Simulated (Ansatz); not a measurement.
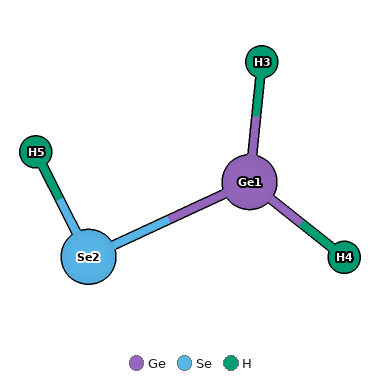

The system is GeH3Se, SMILES [GeH2+][SeH], charge +1; the picture shows the reference structure. First axis: umbrella angle at Ge1 (between each of its bonds and their common axis; 90 is planar). Second axis: change of the bonds Ge1–Se2, Ge1–H3, Ge1–H4, all alike. Nothing is relaxed (all other coordinates rigid). Grid: 11 × 11 points; 91 points were computed and 30 follow by symmetry. Points are written as (first, second). All energies are given in eV relative to the relaxed molecule at the same level. The restricted reference is unstable at some or all points, so the energies there are unreliable. Theory: RHF-MP2, frozen core/def2-TZVP in Ansatz.

Its coordinates:

```xyz
5

Ge   -0.4653   -0.4609   -0.1390
Se    0.7068    1.3865   -0.5066
H    -0.2092   -1.3068    1.0880
H    -1.5135   -0.8146   -1.1681
H     1.4813    1.1958    0.7257
```

Range: umbrella angle at Ge1 (between each of its bonds and their common axis; 90 is planar) from 66.0 to 114.0°; change of the bonds Ge1–Se2, Ge1–H3, Ge1–H4, all alike from −0.192 to 0.297 Å.

> What will the energy surface look like?

The lowest grid point is at (90.0°, 0.003 Å), 0.0003 eV from the relaxed molecule at the same level. It is the only kind of minimum in the scanned range. The highest grid point, (66.0°, −0.192 Å), lies 2.76 eV above the lowest. Round the minimum the two coordinates are nearly uncoupled.

```csv
"second ↓, first →",66.0,70.8,75.6,80.4,85.2,90.0,94.8,99.6,104.4,109.2,114.0
0.297,2.47,2.20,1.98,1.82,1.72,1.69,1.72,1.82,1.98,2.20,2.47
0.248,2.08,1.80,1.57,1.40,1.29,1.26,1.29,1.40,1.57,1.80,2.08
0.199,1.74,1.44,1.19,1.01,0.90,0.86,0.90,1.01,1.19,1.44,1.74
0.150,1.45,1.13,0.87,0.68,0.56,0.53,0.56,0.68,0.87,1.13,1.45
0.101,1.23,0.89,0.62,0.42,0.30,0.26,0.30,0.42,0.62,0.89,1.23
0.052,1.10,0.75,0.46,0.24,0.12,0.07,0.12,0.24,0.46,0.74,1.10
0.003,1.09,0.71,0.40,0.18,0.05,0.00,0.05,0.18,0.40,0.71,1.09
−0.045,1.21,0.81,0.49,0.25,0.11,0.06,0.11,0.25,0.49,0.81,1.21
−0.094,1.50,1.08,0.74,0.49,0.34,0.29,0.34,0.49,0.74,1.08,1.50
−0.143,2.00,1.56,1.20,0.94,0.78,0.73,0.78,0.94,1.20,1.56,2.00
−0.192,2.76,2.29,1.92,1.64,1.48,1.42,1.48,1.64,1.92,2.29,2.76
```

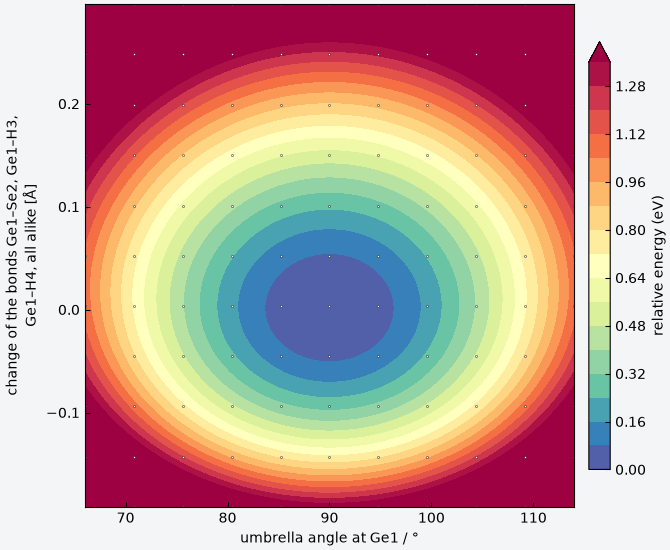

The picture shows filled contours, dots at the grid points, one colour for all values above the top of the scale. Between grid points the surface is interpolated.

The whole map (91 points run) took 8.1 min on 1 thread of Arm Neoverse V2 (shared host).
